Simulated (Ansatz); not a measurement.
**A hypothetical structure for Fe2RuSe4**

Starting from a made-up structure for Fe2RuSe4, the aim is the relaxed cell, its shortest contacts and, where a second run follows, its electronic structure.

Program: Ansatz 0.2.0. Level of theory: DFT, PBEsol, plane-wave PAW, files of the set soft_1, scalar-relativistic, ferromagnetic start, cell and ions relaxed at zero pressure; PAW set soft_1, in the first sound run; inputs show where later runs differ. Results are calculated unless marked as measured.

**1. The structure**

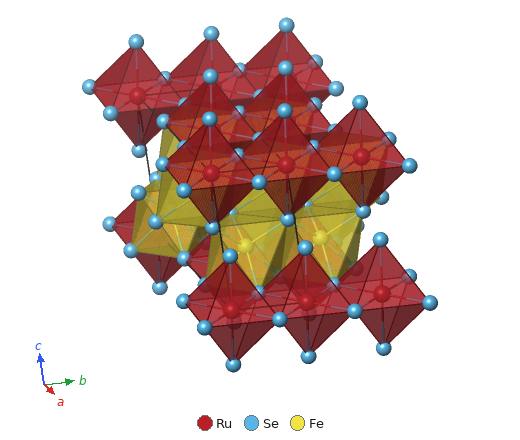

Start, viewed slightly off an axis; ruthenium red, selenium blue, iron yellow. 1×2×1 cells are drawn. This picture shows the conventional cell, with its axes. Some periodic images of atoms are drawn too.

**2. Relaxing cell and atoms**

The guess takes its coordinates from another compound and its volume from a rule, so the cell and any free coordinates are relaxed together.

The input, input.yaml:

```yaml
crystal:
  lattice:
    - [6.0695, -1.7045, 0.0]
    - [6.0695, 1.7045, 0.0]
    - [-2.770459726, 0.0, 5.472705812]
  atoms:
    - { symbol: Ru, position: [0.0, 0.0, 0.0], spin: 1.0 }
    - { symbol: Se, position: [0.1056, 0.1056, 0.4542] }
    - { symbol: Se, position: [0.8944, 0.8944, 0.5458] }
    - { symbol: Se, position: [0.3637, 0.3637, 0.0195] }
    - { symbol: Se, position: [0.6363, 0.6363, 0.9805] }
    - { symbol: Fe, position: [0.2616, 0.2616, 0.3009], spin: 3.0 }
    - { symbol: Fe, position: [0.7384, 0.7384, 0.6991], spin: 3.0 }
magnetization:
  spin_polarized: true
kpoints:
  mp_grid: { grid: [8, 8, 5] }
scf:
  occupations: { method: fermi_dirac, width: 0.05 }
hamiltonian:
  xc: pbesol
  pseudopotentials: { kind: paw, azcp: { folder: soft_1 }, xc_functional: pbe }
relax:
  f_tol: 0.015
  max_steps: 70
  cell: {}
output:
  forces: true
  stress: true
```

The run is started by

```console
ansatz run input.yaml --threads 4 --pin off --max-ram 10240MiB --backend cpu --events-out ev --progress --plain --runs-dir out
```

Numbers of over 12 decimals in the logs are rounded to 6 here.

The log of the run:

```text
Engine: ansatz 0.2.0, x86_64-unknown-linux-gnu
Pseudopotentials: kind: paw
Pseudopotential: Ru, paw, valence charge 16, recommended cutoff 420 eV (normal), soft_1/Ru.paw.azcp
Pseudopotential: Se, paw, valence charge 16, recommended cutoff 420 eV (normal), soft_1/Se.paw.azcp
Pseudopotential: Fe, paw, valence charge 16, recommended cutoff 420 eV (normal), soft_1/Fe.paw.azcp
Functional definition: PBEsol
  exchange = pbesol_x
  correlation = pbesol_c
Crystal: 7 atoms, lattice volume = 113.235 Å³
Basis set: ecut = 420 eV, 2215 PW (Γ), exchange–correlation on 90×90×90 points (8 copies of the dense FFT grid, shifted against one another)
Bands: 72, of which v1, the nominal top of the filled ones, is band 56 counted from 1 (55 counted from 0)
Symmetry: 4 space group operations
Space group: C2/m (ITA 12), of the structure as read, at distance tolerance 4.8e-5 Å
Magnetic group: BNS 12.58 (UNI 65), of the structure as read, at distance tolerance 4.8e-5 Å
k-points: 93 of 320
Non-local potential: Ru, projectors of the file, l = 0: 3, l = 1: 2, l = 2: 2, l = 3: 1
Non-local potential: Se, projectors of the file, l = 0: 2, l = 1: 2, l = 2: 3, l = 3: 1
Non-local potential: Fe, projectors of the file, l = 0: 3, l = 1: 2, l = 2: 3, l = 3: 1
PAW form: soft (Blöchl's): semilocal exchange-correlation on the pseudo side does not see the compensation charge
PAW frozen core: Ru, regenerated for the run's functional, and the local potential with it (the file was generated under x = pbe(κ = 0.804, μ = 0.219515), c = pbe(β = 0.066725))
PAW frozen core: Se, regenerated for the run's functional, and the local potential with it (the file was generated under x = pbe(κ = 0.804, μ = 0.219515), c = pbe(β = 0.066725))
PAW frozen core: Fe, regenerated for the run's functional, and the local potential with it (the file was generated under x = pbe(κ = 0.804, μ = 0.219515), c = pbe(β = 0.066725))
PAW one-centre angular grid: Ru, 590 points (default); XC on 64 Gauss nodes
PAW one-centre angular grid: Se, 590 points (default); XC on 64 Gauss nodes
PAW one-centre angular grid: Fe, 590 points (default); XC on 64 Gauss nodes
Initial density: superposition of atomic densities (chi_scale 0.1, normalization cell, long waves kept (reshape's long-wave potential 0.06 eV rms))
Starting moments: Σ|m| = 7 μB on 3 of 7 sites
Initial wavefunctions: pseudopotential atomic-orbital guess
Functional: x = pbesol(κ = 0.804, μ = 0.123457), c = pbesol(β = 0.046)
SCF iter   1: F=—  HF=-36411.254939 eV  |F-HF|=—  |Δ(HF+E_count)|=         —  Δρ=5.70e-2 (↑4.94e-2 ↓5.70e-2)  dr2=2.44e1  dr2_m=1.92e-1  M=5.602 μB ∫|m|=5.921 μB  β_m=0.30  ethr=3.10e-3  ⟨swp⟩=5.8  Hψ=46506  notcnv=0  defer=31
Mixer restart at iter 1: flushing history
preconditioner: auto → Kerker (q_TF=auto, 2.723 Å⁻¹)  [metal: Δε(μ)=0.002 eV  Ē_g=9.864 eV  σ=0.050 eV  W_gap=0.01  n_scr=38 (ndim 8)  ℏωp=24.2 eV  f_vac=0.002  D(μ)=6.85/eV (n_scr^D=70)]
spin=Collinear: Kerker preconditioning applied to the charge; magnetization (m = ρ↑ − ρ↓) channel mixes plain (no charge-response kernel on spin).
SCF iter   2: F=—  HF=-36412.721421 eV  |F-HF|=—  |Δ(HF+E_count)|=    1.47e0  Δρ=3.67e-2 (↑2.84e-2 ↓3.67e-2)  dr2=1.06e1  dr2_m=2.14e-1  M=5.374 μB ∫|m|=5.746 μB  β_m=0.47  ethr=3.10e-3  ⟨swp⟩=3.0  Hψ=21393  notcnv=0  defer=1273
SCF iter   3: F=—  HF=-36412.856828 eV  |F-HF|=—  |Δ(HF+E_count)|=   1.35e-1  Δρ=2.73e-2 (↑1.21e-2 ↓2.73e-2)  dr2=3.65e0  dr2_m=1.93e-1  M=4.758 μB ∫|m|=5.216 μB  β_m=0.56  ethr=3.10e-3  ⟨swp⟩=2.8  Hψ=19179  notcnv=0  defer=1280
SCF iter   4: F=—  HF=-36412.512673 eV  |F-HF|=—  |Δ(HF+E_count)|=   3.44e-1  Δρ=2.11e-2 (↑2.11e-2 ↓1.17e-2)  dr2=7.56e-1  dr2_m=1.14e-1  M=4.223 μB ∫|m|=4.680 μB  β_m=0.71  ethr=3.10e-3  ⟨swp⟩=3.0  Hψ=18608  notcnv=0  defer=1289
SCF iter   5: F=—  HF=-36412.820702 eV  |F-HF|=—  |Δ(HF+E_count)|=   3.08e-1  Δρ=1.04e-2 (↑1.04e-2 ↓5.81e-3)  dr2=2.66e-1  dr2_m=1.38e-2  M=4.068 μB ∫|m|=4.469 μB  β_m=0.86  ethr=6.75e-4  ⟨swp⟩=3.0  Hψ=20759  notcnv=0  defer=1293
SCF iter   6: F=—  HF=-36412.852818 eV  |F-HF|=—  |Δ(HF+E_count)|=         —  Δρ=3.95e-3 (↑3.65e-3 ↓3.95e-3)  dr2=1.62e-2  dr2_m=1.33e-2  M=3.872 μB ∫|m|=4.297 μB  β_m=0.86  ethr=2.38e-4  ⟨swp⟩=3.0  Hψ=18669  notcnv=0  defer=1293
Mixer restart at iter 6: flushing history
SCF iter   7: F=—  HF=-36412.854541 eV  |F-HF|=—  |Δ(HF+E_count)|=   1.72e-3  Δρ=2.57e-3 (↑1.46e-3 ↓2.57e-3)  dr2=1.26e-2  dr2_m=3.58e-3  M=3.816 μB ∫|m|=4.242 μB  β_m=0.93  ethr=1.44e-5  ⟨swp⟩=2.4  Hψ=22916  notcnv=0  defer=1283
SCF iter   8: F=—  HF=-36412.852622 eV  |F-HF|=—  |Δ(HF+E_count)|=   1.92e-3  Δρ=1.55e-3 (↑1.23e-3 ↓1.55e-3)  dr2=6.23e-3  dr2_m=6.02e-5  M=3.802 μB ∫|m|=4.221 μB  β_m=0.78  ethr=1.13e-5  ⟨swp⟩=2.0  Hψ=23803  notcnv=0  defer=1292
SCF iter   9: F=—  HF=-36412.852636 eV  |F-HF|=—  |Δ(HF+E_count)|=   1.41e-5  Δρ=8.02e-4 (↑8.02e-4 ↓2.74e-4)  dr2=1.24e-3  dr2_m=2.41e-4  M=3.807 μB ∫|m|=4.229 μB  β_m=0.69  ethr=5.57e-6  ⟨swp⟩=2.0  Hψ=24866  notcnv=0  defer=1291
SCF iter  10: F=—  HF=-36412.852371 eV  |F-HF|=—  |Δ(HF+E_count)|=   2.65e-4  Δρ=6.61e-4 (↑2.15e-4 ↓6.61e-4)  dr2=7.42e-4  dr2_m=1.19e-4  M=3.818 μB ∫|m|=4.239 μB  β_m=0.84  ethr=1.11e-6  ⟨swp⟩=2.0  Hψ=22346  notcnv=0  defer=1291
SCF iter  11: F=—  HF=-36412.852544 eV  |F-HF|=—  |Δ(HF+E_count)|=   1.73e-4  Δρ=2.57e-4 (↑2.57e-4 ↓1.96e-4)  dr2=2.06e-4  dr2_m=3.65e-5  M=3.826 μB ∫|m|=4.249 μB  β_m=0.84  ethr=6.63e-7  ⟨swp⟩=2.0  Hψ=20302  notcnv=0  defer=1291
SCF iter  12: F=—  HF=-36412.852481 eV  |F-HF|=—  |Δ(HF+E_count)|=   6.28e-5  Δρ=2.09e-4 (↑1.33e-4 ↓2.09e-4)  dr2=1.80e-4  dr2_m=2.17e-6  M=3.828 μB ∫|m|=4.252 μB  β_m=0.92  ethr=1.84e-7  ⟨swp⟩=2.0  Hψ=20290  notcnv=0  defer=1291
SCF iter  13: F=—  HF=-36412.852471 eV  |F-HF|=—  |Δ(HF+E_count)|=   1.04e-5  Δρ=3.88e-5 (↑2.68e-5 ↓3.88e-5)  dr2=6.13e-6  dr2_m=8.57e-8  M=3.830 μB ∫|m|=4.254 μB  β_m=0.86  ethr=1.60e-7  ⟨swp⟩=2.0  Hψ=14713  notcnv=0  defer=1291
SCF iter  14: F=—  HF=-36412.852467 eV  |F-HF|=—  |Δ(HF+E_count)|=   3.28e-6  Δρ=1.21e-5 (↑9.38e-6 ↓1.21e-5)  dr2=7.86e-7  dr2_m=1.23e-8  M=3.830 μB ∫|m|=4.254 μB  β_m=0.85  ethr=5.47e-9  ⟨swp⟩=2.0  Hψ=22174  notcnv=0  defer=1291
SCF iter  15: F=—  HF=-36412.852467 eV  |F-HF|=—  |Δ(HF+E_count)|=   6.09e-8  Δρ=7.47e-6 (↑7.47e-6 ↓4.71e-6)  dr2=2.27e-7  dr2_m=4.44e-9  M=3.830 μB ∫|m|=4.254 μB  β_m=0.87  ethr=7.02e-10  ⟨swp⟩=2.0  Hψ=15981  notcnv=0  defer=1291
SCF iter  16: F=—  HF=-36412.852467 eV  |F-HF|=—  |Δ(HF+E_count)|=   1.53e-8  Δρ=2.69e-6 (↑2.69e-6 ↓2.32e-6)  dr2=6.00e-8  dr2_m=1.27e-10  M=3.830 μB ∫|m|=4.254 μB  β_m=0.87  ethr=2.03e-10  ⟨swp⟩=2.3  Hψ=20221  notcnv=0  defer=1291
[...]
relax step  13: F+E_penalty+E_count = -36413.10268271 eV  Δ(F+E_penalty+E_count) = -1.136e-2 eV  max|allowed force component| = 4.137e-2 eV/Å  Δτ_max = 0.0488 Å  P = -0.016 GPa  Ω = 111.066 Å³  energy of the carried Pulay correction = +1.230e-3 eV  (21 SCF iters, accepted)
relax step  14: F+E_penalty+E_count = -36413.10301171 eV  Δ(F+E_penalty+E_count) = -3.290e-4 eV  max|allowed force component| = 5.634e-2 eV/Å  Δτ_max = 0.0113 Å  P = -0.006 GPa  Ω = 110.881 Å³  energy of the carried Pulay correction = +1.336e-3 eV  (13 SCF iters, dr2 threshold 1.07e-7 eV, accepted)
relax step  15: F+E_penalty+E_count = -36413.10355244 eV  Δ(F+E_penalty+E_count) = -5.407e-4 eV  max|allowed force component| = 1.234e-2 eV/Å  Δτ_max = 0.0046 Å  P = -0.028 GPa  Ω = 110.964 Å³  energy of the carried Pulay correction = +1.288e-3 eV  (9 SCF iters, dr2 threshold 1.98e-7 eV, accepted)
relax step  16: F+E_penalty+E_count = -36413.10361246 eV  Δ(F+E_penalty+E_count) = -6.002e-5 eV  max|allowed force component| = 4.559e-3 eV/Å  Δτ_max = 0.0018 Å  P = +0.011 GPa  Ω = 110.945 Å³  energy of the carried Pulay correction = +1.299e-3 eV  (10 SCF iters, dr2 threshold 2.69e-8 eV, accepted)
relax step  17: F+E_penalty+E_count = -36413.10293740 eV  Δ(F+E_penalty+E_count) = +6.751e-4 eV  max|allowed force component| = 4.455e-3 eV/Å  Δτ_max = 0.0000 Å  P = +0.014 GPa  Ω = 110.945 Å³  stress off target by 6.37e-2 GPa  SCF on the basis re-selected at this cell (its energy is not comparable with the rows above)  (13 SCF iters)
relax step  18: F+E_penalty+E_count = -36413.10295102 eV  Δ(F+E_penalty+E_count) = -1.361e-5 eV  max|allowed force component| = 4.718e-4 eV/Å  Δτ_max = 0.0007 Å  P = +0.007 GPa  Ω = 110.947 Å³  energy of the carried Pulay correction = -1.211e-6 eV  (9 SCF iters, dr2 threshold 1.01e-8 eV, accepted)
iter 1 solved again at ethr=7.79e-8 eV; its pass at ethr=3.10e-3 eV (dr2=8.73e-5 eV) is discarded
SCF iter   1: F=—  HF=-36413.102867 eV  |F-HF|=—  |Δ(HF+E_count)|=         —  Δρ=2.14e-5 (↑2.14e-5 ↓2.14e-5)  dr2=4.27e-8  dr2_m=1.30e-11  M=-0.000 μB ∫|m|=0.000 μB  β_m=0.65  ethr=7.79e-8  ⟨swp⟩=3.6  Hψ=86620  notcnv=0
preconditioner: auto → Kerker (q_TF=auto, 2.171 Å⁻¹)  [metal: Δε(μ)=0.023 eV  Ē_g=9.915 eV  σ=0.050 eV  W_gap=0.12  n_scr=20 (ndim 8)  ℏωp=24.4 eV  f_vac=0.016  D(μ)=4.25/eV (n_scr^D=38)]
spin=Collinear: Kerker preconditioning applied to the charge; magnetization (m = ρ↑ − ρ↓) channel mixes plain (no charge-response kernel on spin).
SCF iter   2: F=—  HF=-36413.102949 eV  |F-HF|=—  |Δ(HF+E_count)|=   8.16e-5  Δρ=7.66e-6 (↑7.65e-6 ↓7.66e-6)  dr2=5.71e-9  dr2_m=2.03e-11  M=-0.000 μB ∫|m|=0.000 μB  β_m=0.65  ethr=3.81e-11  ⟨swp⟩=3.0  Hψ=30250  notcnv=0
SCF iter   3: F=—  HF=-36413.102949 eV  |F-HF|=—  |Δ(HF+E_count)|=   5.87e-7  Δρ=5.65e-7 (↑5.65e-7 ↓4.71e-7)  dr2=3.78e-10  dr2_m=5.58e-12  M=-0.000 μB ∫|m|=0.000 μB  β_m=0.57  ethr=5.10e-12  ⟨swp⟩=2.0  Hψ=14983  notcnv=0
SCF iter   4: F=—  HF=-36413.102949 eV  |F-HF|=—  |Δ(HF+E_count)|=   1.22e-9  Δρ=1.97e-7 (↑9.57e-8 ↓1.97e-7)  dr2=2.11e-11  dr2_m=1.61e-11  M=-0.000 μB ∫|m|=0.000 μB  β_m=0.58  ethr=1.00e-12  ⟨swp⟩=2.0  Hψ=21814  notcnv=0
SCF iter   5: F=—  HF=-36413.102949 eV  |F-HF|=—  |Δ(HF+E_count)|=  1.46e-11  Δρ=1.10e-7 (↑9.45e-8 ↓1.10e-7)  dr2=3.72e-12  dr2_m=1.02e-11  M=-0.000 μB ∫|m|=0.000 μB  β_m=0.79  ethr=1.00e-12  ⟨swp⟩=1.0  Hψ=13392  notcnv=0
SCF iter   6: F=-36413.102949 eV  HF=-36413.102949 eV  |F-HF|=0.00e0  |Δ(HF+E_count)|=    0.00e0  Δρ=3.33e-8 (↑1.43e-8 ↓3.33e-8)  dr2=3.15e-12  dr2_m=2.42e-13  M=-0.000 μB ∫|m|=0.000 μB  ethr=1.00e-12  ⟨swp⟩=3.0  Hψ=42240  notcnv=0
the starting moments were not kept: the SCF closed with an absolute magnetisation of 5.3e-6 μB, where they sum to 7 μB in size (3 sites). That is at most 0.1 of that sum. Measured as dr2_m measures the in/out step, that magnetisation stands 1.5e-11 eV from none, at or under the dr2_threshold of 7.0e-11 eV: it is no larger than a step whose dr2_m would equal this threshold.
SCF 19 converged in 6 iterations: F = -36413.102949 eV  dr2 = 3.15e-12
relax step  19: F+E_penalty+E_count = -36413.10294942 eV  Δ(F+E_penalty+E_count) = +1.593e-6 eV  max|allowed force component| = 4.734e-4 eV/Å  Δτ_max = 0.0000 Å  P = +0.007 GPa  Ω = 110.947 Å³  stress off target by 9.47e-3 GPa  SCF on the basis re-selected at this cell (its energy is not comparable with the rows above)  (6 SCF iters)
basis re-selected at this cell: Δ(F+E_penalty+E_count) = +1.593e-6 eV, ΔP = +0.000 GPa vs the last step (what re-selecting the basis moved, of the pressure what is left beyond the Pulay correction that the steps carried, after the strain that the cell walked since its last selection, with what the two solves' SCF thresholds leave and, on support functions, any second-order correction that the steps lacked; it is no m [...]
SCF converged after 6 iterations
Magnetization: -0.0000 μB (56.0000 up, 56.0000 down)
Absolute magnetization: 0.0000 μB (∫|ρ↑−ρ↓|, with the PAW one-centre terms)
Spin contamination: 0.0000 ħ² per cell (⟨S²⟩ above its minimum at these occupations)
Per-site moments (μB) at R_I (Å): [(3.733255973623206e-7, 1.018080), (4.1603854530143284e-8, 0.960351), (4.160385490777621e-8, 0.960351), (3.325153829695095e-8, 0.995304), (3.3251538592253964e-8, 0.995304), (-2.1036638756279265e-6, 0.960351), (-2.103663875427654e-6, 0.960351)]
Free energy (F): -36413.102949 eV
Harris-Foulkes:  -36413.102949 eV  (|F-HF|=0.00e0)
Internal energy: -36413.066767 eV  (E = F + TS)
E sigma→0 (E₀):  -36413.084858 eV
Entropy (-TS):   -0.036183 eV (-5.169 meV/atom)
Fermi energy:    14.869023 eV
--- Per-component energies (eV) ---
  E_band       = -1907.254989
  E_kinetic    = 1581.949976
  E_local      = -16052.256362  (includes V_loc(G=0)·N_el)
  E_nonlocal   = -404.519179
  E_hartree    = 7768.026677
  E_xc         = -732.023409
  E_vxc        = -866.089959  (∫ρ·V_xc dr)
  E_paw        = -14492.494875  (= ΣΔE_a)
  E_vpaw       = -1702.390185  (= ΣTr[D̂ρ^β])
  E_aug_tail   = -0.002735  (compensation charges beyond the density's cutoff)
  E_ewald      = -14086.392368
  E_core_change = 4.645508  (= ΣΔE_core)
  E_smearing   = -0.036183  (= −TS)
  E_closure    = -0.000000  (closes the sum)
  Σ components = -36413.102949   (vs F -36413.102949, Δ=0.00e0)
--- Forces (eV/Å), atoms counted from 1 ---
  atom   1  Ru     0.00000000     0.00000000    -0.00000000
  atom   2  Se    -0.00010801    -0.00000000    -0.00028530
  atom   3  Se     0.00010801     0.00000000     0.00028530
  atom   4  Se     0.00010098     0.00000000     0.00047340
  atom   5  Se    -0.00010098    -0.00000000    -0.00047340
  atom   6  Fe     0.00032599     0.00000000     0.00014619
  atom   7  Fe    -0.00032599    -0.00000000    -0.00014619
  max |Σ_I F_I| component: 5.42e-20 eV/Å
--- Stress (GPa, compression-positive) ---
        0.007191       0.000000       0.000060
        0.000000       0.005738       0.000000
        0.000060       0.000000       0.009464
  P = ⅓ Tr σ = 0.0075 GPa (0.075 kbar)
--- Relaxed structure (17 steps of the walk, 15 accepted, 2 SCFs on fresh bases) ---
  F+E_penalty+E_count = -36413.10294942 eV   max|allowed force component| = 4.734e-4 eV/Å   (the final SCF, on the basis selected at the relaxed cell)
  cell:  # Å, volume = 110.9469 Å³
    - [5.886409, -1.773213, -0.062444]
    - [5.886409, 1.773213, -0.062444]
    - [-2.743191, -2.86360440441839e-17, 5.343741]
  atoms:
    - { symbol: Ru, position: [0, 0, -1.9245049957699932e-19] }
    - { symbol: Se, position: [0.116867, 0.116867, 0.464195] }
    - { symbol: Se, position: [0.883133, 0.883133, 0.535805] }
    - { symbol: Se, position: [0.356613, 0.356613, 0.015655] }
    - { symbol: Se, position: [0.643387, 0.643387, 0.984345] }
    - { symbol: Fe, position: [0.259616, 0.259616, 0.291821] }
    - { symbol: Fe, position: [0.740384, 0.740384, 0.708179] }
```

Elapsed: 3.1 min, on 4 threads of AMD EPYC 9B45 (Zen 5), shared host; peak memory 1.5 GiB.

Step by step:

```
step  energy less that of the first step (eV)  largest force component (eV/Å)  pressure (GPa)  volume (Å³)
   1                                   0.0000                          1.2230            1.38       113.24
   2                                  -0.1854                          0.3078           -1.71       114.79
   3                                  -0.2156                          0.0713           -0.18       113.52
   4                                  -0.2191                          0.0538           -0.10       113.38
   5                                  -0.2222                          0.0397           -0.04       113.00
   6                                  -0.2229                          0.0333           -0.11       112.79
   7                                  -0.2235                          0.0189           -0.11       112.53
   8                                  -0.2269                          0.2342            0.06       111.30
   9                                  -0.2302                          0.1762           -0.23       111.48
  10                                   0.0110                          1.3387            5.93       107.97
  11                                  -0.2389                          0.1265           -0.47       111.43
  12                                  -0.2097                          0.5651            0.84       110.67
  13                                  -0.2502                          0.0414           -0.02       111.07
  14                                  -0.2505                          0.0563           -0.01       110.88
  15                                  -0.2511                          0.0123           -0.03       110.96
  16                                  -0.2511                          0.0046            0.01       110.94
 17*                                  -0.2505                          0.0045            0.01       110.94
  18                                  -0.2505                          0.0005            0.01       110.95
 19*                                  -0.2505                          0.0005            0.01       110.95
```

Relaxation steps marked * repeat the geometry before them on a plane-wave basis chosen anew for their cell, so energy and pressure can jump there. Relaxation steps 10, 12 were tried and not accepted.

Forces are held to the 4 operations that the run works with; a distortion that breaks them can't arise in this run.

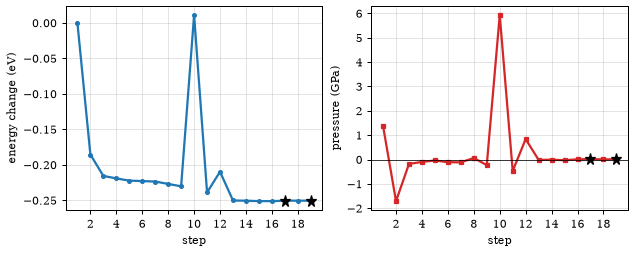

Energy and pressure along the relaxation. Stars mark steps on a basis chosen anew.

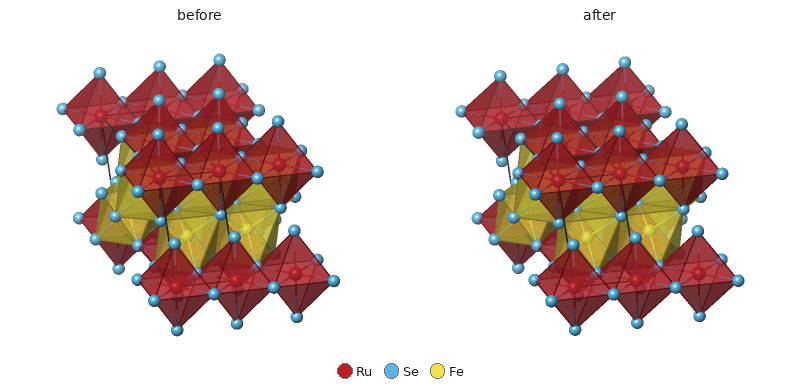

Before and after, at one scale.

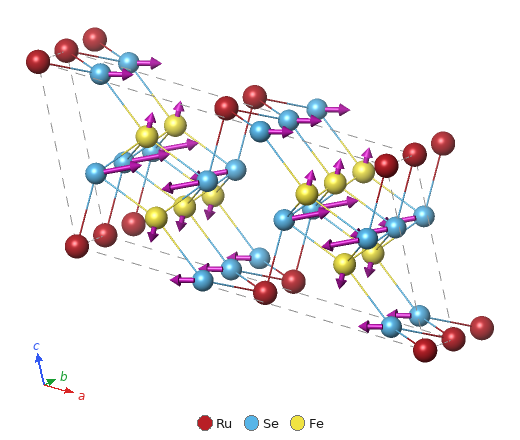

Displacements in the relaxation, exaggerated, measured against the changing cell; the longest in the cell stands for 0.12 Å. 1×2×1 conventional cells are drawn. Some periodic images of atoms are drawn too.

```
     cell as run  before   after  change
           a (Å)   6.304   6.148  -2.5 %
           b (Å)   6.304   6.148  -2.5 %
           c (Å)   6.134   6.007  -2.1 %
           α (°)  115.77  116.51  +0.6 %
           β (°)  115.77  116.51  +0.6 %
           γ (°)   31.37   33.53  +6.9 %
volume (Å³/atom)   16.18   15.85  -2.0 %
```

The atoms that moved most (Å, as changes of fractional coordinates times the final cell):

```
atom      dx     dy      dz  length
 Se3  -0.105  0.000  -0.052   0.117
 Se2   0.105  0.000   0.052   0.117
 Se4  -0.073  0.000  -0.020   0.075
 Se5   0.073  0.000   0.020   0.075
 Fe6   0.002  0.000  -0.048   0.048
 Fe7  -0.002  0.000   0.048   0.048
```

Final coordinates:

```cif
data_structure
_symmetry_space_group_name_H-M 'P 1'
_symmetry_Int_Tables_number 1
_cell_length_a 6.1480
_cell_length_b 6.1480
_cell_length_c 6.0067
_cell_angle_alpha 116.506
_cell_angle_beta 116.506
_cell_angle_gamma 33.527
_cell_volume 110.95
loop_
_atom_site_label
_atom_site_type_symbol
_atom_site_fract_x
_atom_site_fract_y
_atom_site_fract_z
_atom_site_occupancy
Ru1 Ru 0.00000 0.00000 0.00000 1
Se2 Se 0.11687 0.11687 0.46420 1
Se3 Se 0.88313 0.88313 0.53580 1
Se4 Se 0.35661 0.35661 0.01565 1
Se5 Se 0.64339 0.64339 0.98435 1
Fe6 Fe 0.25962 0.25962 0.29182 1
Fe7 Fe 0.74038 0.74038 0.70818 1
```

Numbers from this step:

```yaml
free_energy: -36413.1029 eV
energy_at_zero_smearing: -36413.0849 eV
smearing_term_ts: 0.03618 eV
fermi_energy: 14.87 eV
electrons: 112
symmetry_operations: 4
pressure: 0.007464 GPa
```

Shortest distances by pair of elements, guess and relaxed (not always the same contact):

```
 pair  guess (Å)  relaxed (Å)
Fe–Se      2.361        2.328
Ru–Se      2.416        2.468
Fe–Ru      2.863        2.724
Se–Se      2.862        2.977
Fe–Fe      3.094        3.159
```

The relaxation ends with a largest force component of 4.7e-4 eV/Å and a pressure of 0.01 GPa. The starting moments have collapsed: the run ends non-magnetic.

(Part 1 of 2 ends here.)

[Logs are printed without paths, hosts, clocks, repeated set-up lines and the standing remarks that a program may print on its own settings, such as how far it seeks lower states.]

[Hosts, paths, dates, database ids (printed as entryN), source tags and the programs' standing remarks are cut or masked in the printed files.]
